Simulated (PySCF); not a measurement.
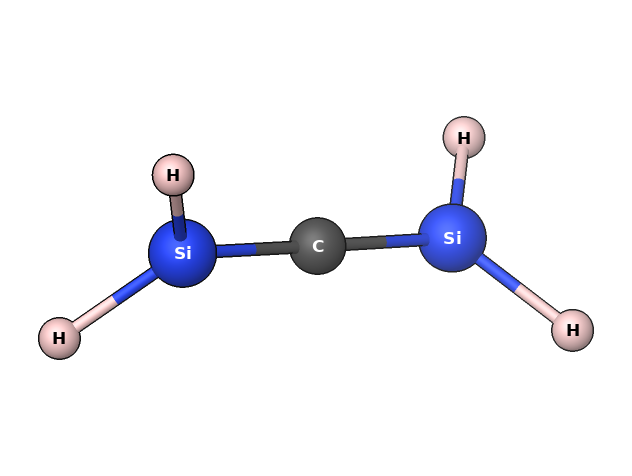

The picture comes from a calculation with PySCF.

### Which formula does it have?

CH₄Si₂, 7 atoms: 1 carbon, 4 hydrogen and 2 silicon.

### What is the point group of this geometry?

D2d.

### How many bonds of each kind are drawn?

4 Si–H, 2 C–Si. Sticks follow a distance rule.
